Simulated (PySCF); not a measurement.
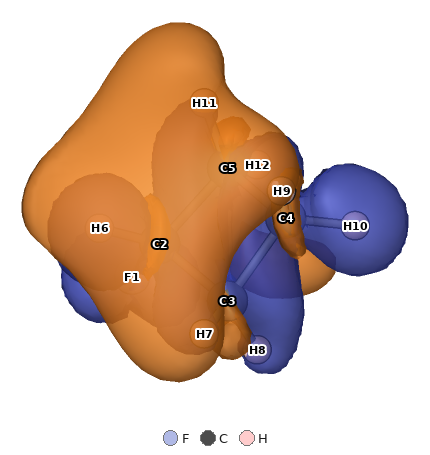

*C4H7F, SMILES `FC1CCC1`. Unrelaxed difference density of S₁ less the ground state (TDA singlet states), ±0.01 e/Å³; orange: gain, blue: loss.*

PySCF calculation, PBE0/def2-SVPD, gas phase; geometry: GFN2-xTB. No frequency check shows the geometry to be a minimum.

Input

```python
import numpy as np
from pyscf import gto, scf, dft, tdscf
from pyscf.scf import atom_ks, atom_hf
from scipy.linalg import block_diag

def solve(mol, dm0=None, hcore=None):
    mf = (dft.UKS if mol.spin else dft.RKS)(mol, xc='pbe0')
    mf.grids.level = 3
    mf = mf.density_fit(auxbasis='def2-universal-jkfit')
    mf.conv_tol, mf.max_cycle = 1e-8, 80
    if hcore is not None:
        mf.get_hcore = lambda *args: hcore
    mf.kernel(dm0)
    if not mf.converged:
        mf = mf.newton().run(mf.mo_coeff, mf.mo_occ, max_cycle=30)
    assert mf.converged, 'SCF not converged'
    return mf

mol = gto.M(atom='''
F     -1.75988     0.00000     0.25118
C     -0.56382    -0.00025    -0.42650
C      0.42876     1.08247     0.00938
C      1.51487     0.00013     0.13226
C      0.42914    -1.08238     0.00950
H     -0.81425    -0.00075    -1.49069
H      0.60920     1.88303    -0.70355
H      0.14585     1.51007     0.96840
H      2.20611     0.00069    -0.70734
H      2.08210     0.00003     1.05950
H      0.60986    -1.88296    -0.70334
H      0.14638    -1.50997     0.96857
''', basis='def2-svpd', charge=0, spin=0, verbose=4)
mf = solve(mol)
td = mf.TDA()
td.nstates, td.singlet, td.conv_tol = 6, True, 1e-5
td.kernel()
td.analyze()
x, y = np.array([p[0] for p in td.xy]), np.array([p[1] + 0 * p[0] for p in td.xy])
f, mu = td.oscillator_strength(), td.transition_dipole()
nto = [td.get_nto(state=i + 1, verbose=4) for i in range(len(td.e))]
# spherically averaged free atoms, for the promolecule
atm = atom_ks.get_atm_nrks(mol, xc='pbe0')
pro = block_diag(*[(atm[a[0]][2] * atm[a[0]][3]) @ atm[a[0]][2].T for a in mol._atom])
np.savez('result.npz', e=td.e, f=f, ok=td.converged, w=[n[0] for n in nto], nto=[n[1] for n in nto], x=x, y=y, c=mf.mo_coeff, occ=mf.mo_occ, eps=mf.mo_energy, pro=pro, mu=mu)
```

Run with:

```sh
OMP_NUM_THREADS=1 python input.py
```

The run took 6.6 min on 1 thread of Arm Neoverse V2, with other jobs on the host, peak memory 0.79 GiB.

> How does the charge move on excitation?

0.83 e is displaced in all, largely into diffuse regions outside the molecule. The state: 8.28 eV (150 nm), f = 0.015, diffuse (Rydberg-like) orbital; the leading pair carries 99 %; hole on C2 (19 %), F1 (16 %) and C4 (14 %), electron on H6 (17 %), H9 (14 %) and H7 and H11 (12 % each) (atom shares of so diffuse an orbital are rough); their centroids lie 1.0 Å apart; S₂ lies within 0.1 eV of it.
